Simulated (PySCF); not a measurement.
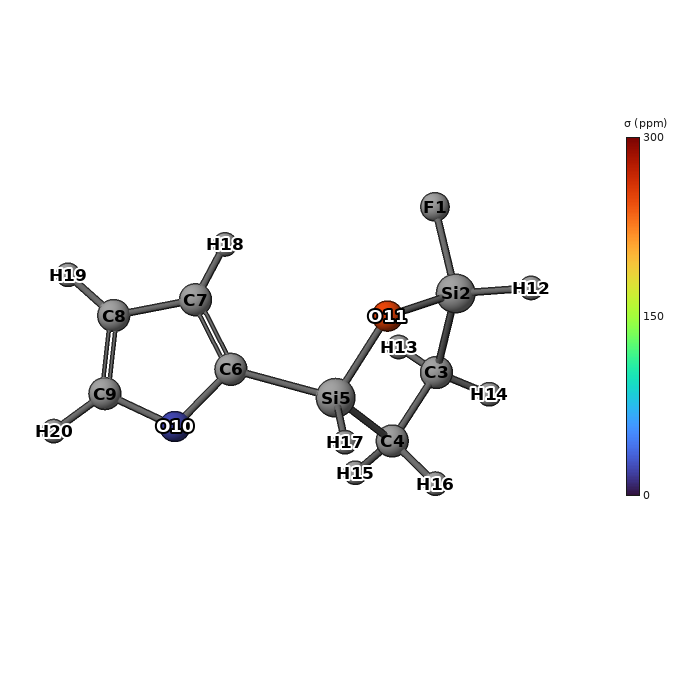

Atoms are coloured by their isotropic NMR shieldings (O only, the others grey). Computed geometry: GFN2-xTB optimisation. No frequency run is at hand to confirm it as a minimum. Properties computed with GIAO PBE0/pcSseg-1 NMR shielding, non-relativistic, gas phase (PySCF 2.14.0).

Give the isotropic NMR shieldings of the O atoms atom by atom.

```tsv
atom	σ (ppm)
O10	21.9
O11	250.2
```

The geometry is semi-empirical. Around Si such bond lengths and angles can be off by a tenth of an ångström or more and by several degrees, and values that hang on the shape move with them.
